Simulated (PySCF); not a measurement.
System: BBeH5O3.

```xyz
10

O    -0.9651    1.0487    0.1918
B    -0.0316    0.0187   -0.0887
O     1.2690    0.3784   -0.0083
O    -0.5022   -1.1910   -0.4018
H    -0.5931    1.9063    0.4248
H     1.8822   -0.3354   -0.2008
H    -1.4890   -1.1780   -0.3855
Be   -2.6392    0.8606    0.1700
H    -2.9113   -0.4472   -0.1761
H    -3.3004    1.9990    0.4909
```

Geometry: PBE0-D3(BJ)/def2-SVPD.

Computed with wB97M-D3(BJ)/def2-TZVPD, SCF density, gas phase in PySCF.

> What will maps of the electron density and electron localisation function show?

B–O (1.34 Å): ρ is about 2.3 e/Å³ halfway; the ELF peaks at about 0.90 between the atoms: a short, strongly polar bond.
Be–O (1.68 Å): the density is about 0.78 e/Å³ at the midpoint; the ELF peaks at about 0.90 in the valence shell of O, 0.6 Å from its nucleus, and is about 0.85 at the midpoint.
O–H (0.96 Å): ρ is about 3.8 e/Å³ halfway; the ELF climbs to about 1 towards the hydrogen, as it does in any bond to H; an ordinary covalent bond to hydrogen.
B–O (1.42 Å): ρ at the midpoint is about 1.8 e/Å³; the ELF peaks at about 0.90 between the atoms; a shared but strongly polarised pair.

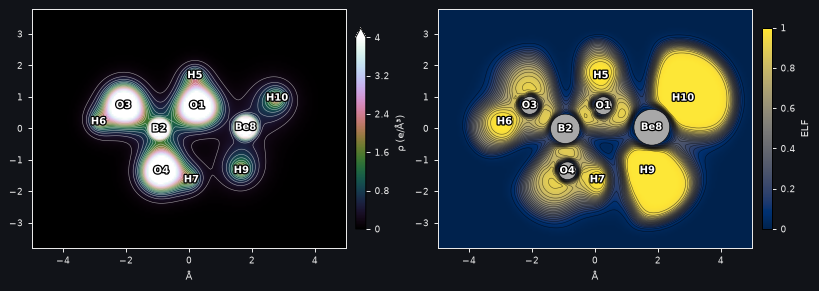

Computed electron density and electron localisation function on the molecular plane, in this order. Grey discs cover the atomic cores in the ELF map. 
